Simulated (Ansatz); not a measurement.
## Electronic structure of C₂H₅In···H₂O in real space

Input

```
crystal:
  periodic: [false, false, false]
  atoms:
    - { symbol: In, position_ang: [-0.2254, 0.1658, 0.5249] }
    - { symbol: O, position_ang: [0.9353, -0.0133, -1.6036] }
    - { symbol: C, position_ang: [0.5212, 2.1456, -0.2632] }
    - { symbol: H, position_ang: [0.8974, 1.2153, -1.234] }
    - { symbol: C, position_ang: [-0.9533, -1.9201, 1.1989] }
    - { symbol: H, position_ang: [1.1106, -0.2188, -2.5221] }
    - { symbol: H, position_ang: [-0.3444, 2.7965, -0.3912] }
    - { symbol: H, position_ang: [1.2274, 2.5705, 0.4489] }
    - { symbol: H, position_ang: [-0.9818, -2.0151, 2.2833] }
    - { symbol: H, position_ang: [-0.244, -2.6283, 0.7763] }
    - { symbol: H, position_ang: [-1.943, -2.0981, 0.7818] }
basis:
  gaussian: { orbitals: def2-SVP }
hamiltonian:
  xc: b3lyp
  dispersion: d4
relax:
  f_tol: 0.15
  max_steps: 25
  restrain:
    - { distance: [3, 1], at: 0.97, k: 30.0 }
    - { distance: [0, 1], at: 3.38, k: 30.0 }
    - { distance: [3, 2], at: 2.37, k: 30.0 }
output:
  orbitals: {}
```

Run with:

```sh
ansatz run input.yaml --threads 2 --pin off --max-ram 3072MiB --backend cpu --events-out ev --progress --plain --runs-dir out
```

The fields are those of the relaxed geometry.

Core potentials replace the inner electrons of In.

Computed with RKS B3LYP-D4/def2-SVP (Ansatz 0.2.0).

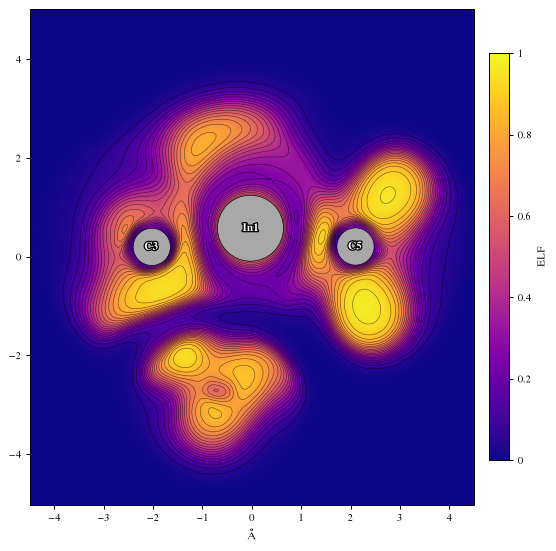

Figure 1. Electron localisation function on the plane of atoms C3, In1 and C5. Grey discs cover the atomic cores.

### Describe what can be read from this map.

The section cuts through In and C sites. C–In (2.03 Å): the ELF peaks at about 0.80 in the valence shell of C, 0.7 Å from its nucleus, and drops to about 0.20 between the two atoms. C–In (2.16 Å): the ELF peaks at about 0.90 in the valence shell of C, 0.7 Å from its nucleus, and drops to about 0.20 between the two atoms.

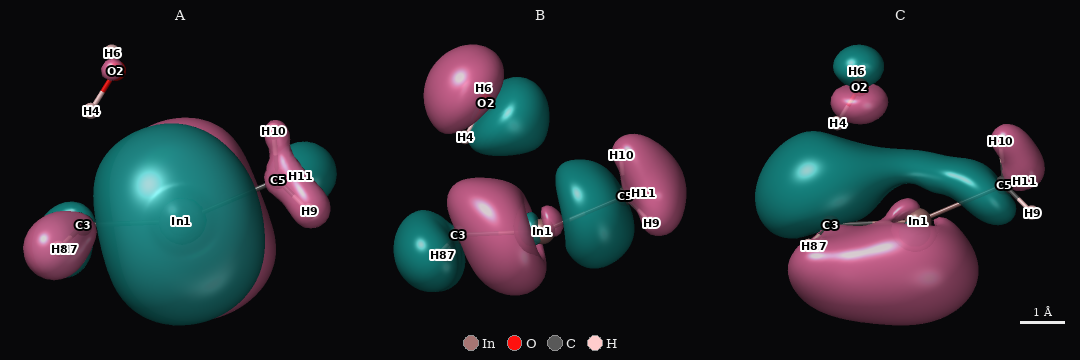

Figure 2. Three frontier orbitals at ±0.06 Å⁻³ᐟ² (teal and pink are the two phases), in no order.

### Which picture is the HOMO−1, the HOMO and the LUMO?

B is the HOMO−1 (−7.55 eV). Its weight (Hirshfeld) is mainly on O2 (about 35 %), C3 (about 20 %), In1 (about 15 %) and C5 (about 15 %). C is the HOMO (−5.15 eV). By Hirshfeld shares it lies mainly on C3 (about 55 %) and In1 (about 25 %). A is the LUMO (−1.56 eV). By Hirshfeld shares it lies mainly on In1 (about 80 %).

### What is the HOMO–LUMO gap?

3.59 eV between the orbital energies.

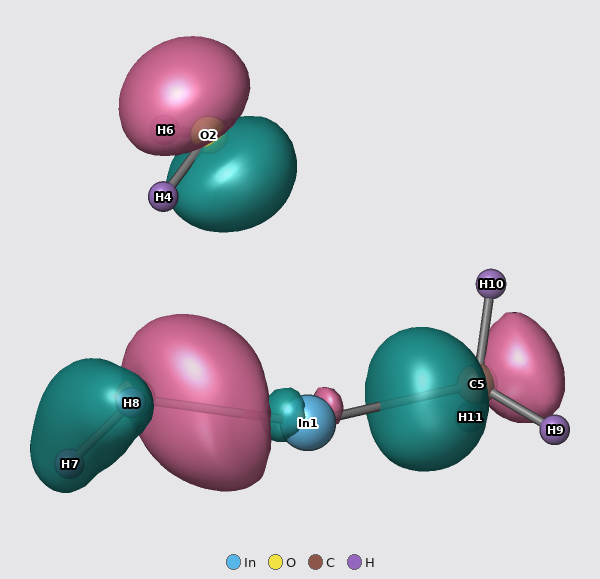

Figure 3. The HOMO−1 at ±0.15 Å⁻³ᐟ² (teal and pink are the two phases), seen at a tilt.

### What is the character of this orbital?

Its weight (Hirshfeld) is mainly on O2 (about 35 %), C3 (about 20 %), In1 (about 15 %) and C5 (about 15 %). Its energy is −7.55 eV.
